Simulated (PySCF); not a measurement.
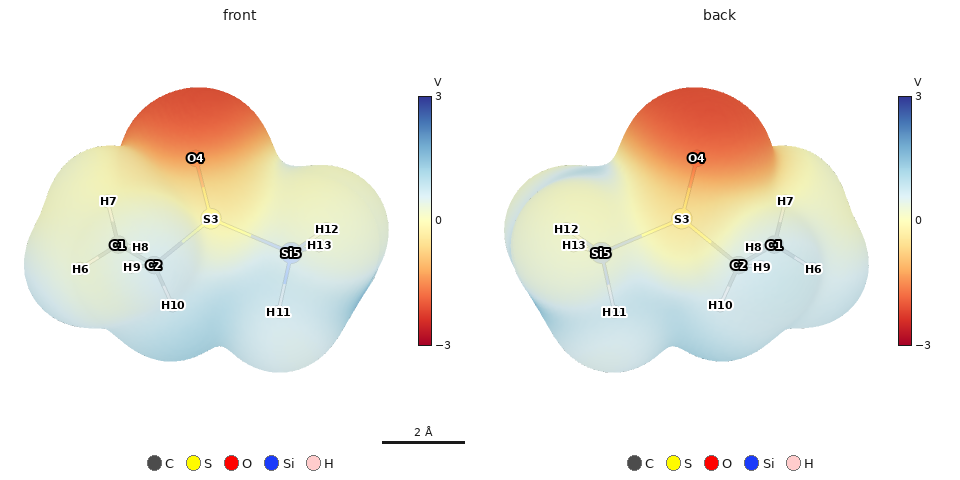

Figure 1: C2H8OSSi. The molecular electrostatic potential painted on the density surface at 0.001 e/bohr³, seen from the front and from behind; red is negative and blue positive.

Geometry: PBE0-D3(BJ)/def2-SVP; a saddle point, not a minimum.

These are results of PBE0/pcSseg-1, SCF density, gas phase, non-relativistic in PySCF 2.14.0, not measurements.

```xyz
13

C    -2.0514    0.2498    0.0564
C    -0.7733   -0.1568    0.7582
S     0.4595   -0.6754   -0.4588
O    -0.0091   -1.7189   -1.4687
Si    2.3823    0.2375   -0.3614
H    -2.8565    0.4084    0.7899
H    -2.3600   -0.5473   -0.6363
H    -1.9080    1.1725   -0.5246
H    -0.9369   -1.0123    1.4320
H    -0.3045    0.6566    1.3325
H     2.1767    1.1816    0.7741
H     2.7178    0.9509   -1.6275
H     3.4632   -0.7465   -0.0657
```

Question: Describe the electrostatic potential map.

Answer: The most negative region (about −2.1 V) lies over O4, the most positive (about +1.4 V) over Si5. O4 is the likeliest acceptor of a hydrogen bond.

Question: What dipole moment does the calculation give?

Answer: Its dipole moment is 4.51 D.
